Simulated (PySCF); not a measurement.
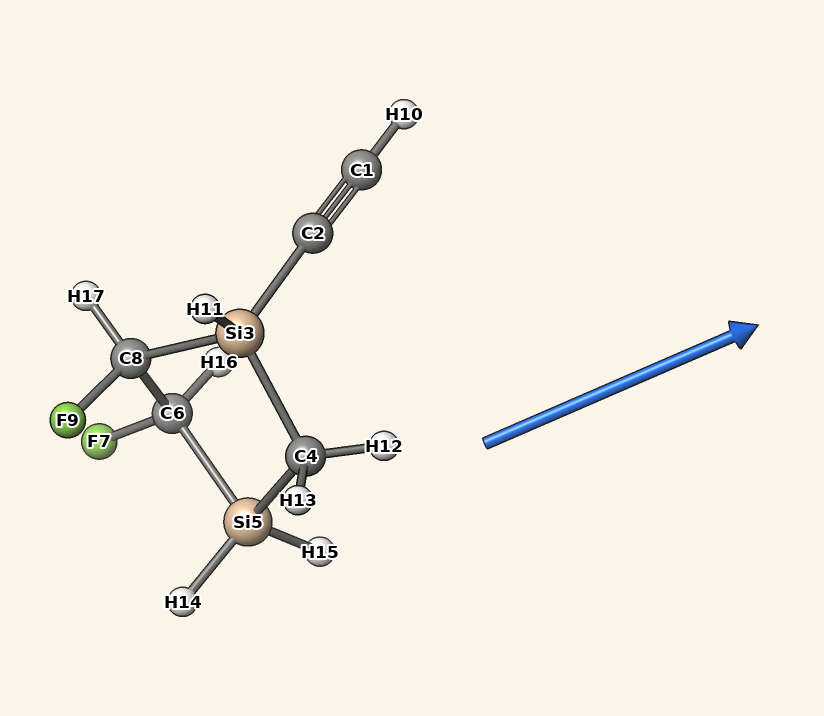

The arrow beside the molecule shows the direction of the dipole moment, from the negative to the positive end (its length means nothing). The computed structure is the end point of a GFN2-xTB optimisation. No frequency run is at hand to confirm it as a minimum. Method: PBE0/pcSseg-1, gas phase (PySCF 2.14.0).

Estimate the dipole moment.

Answer. 3.35 D; it points from the side of F7 to the side of H10 (the outermost atoms at the two ends).

The geometry is semi-empirical. Around Si such bond lengths and angles can be off by a tenth of an ångström or more and by several degrees, and values that hang on the shape move with them.
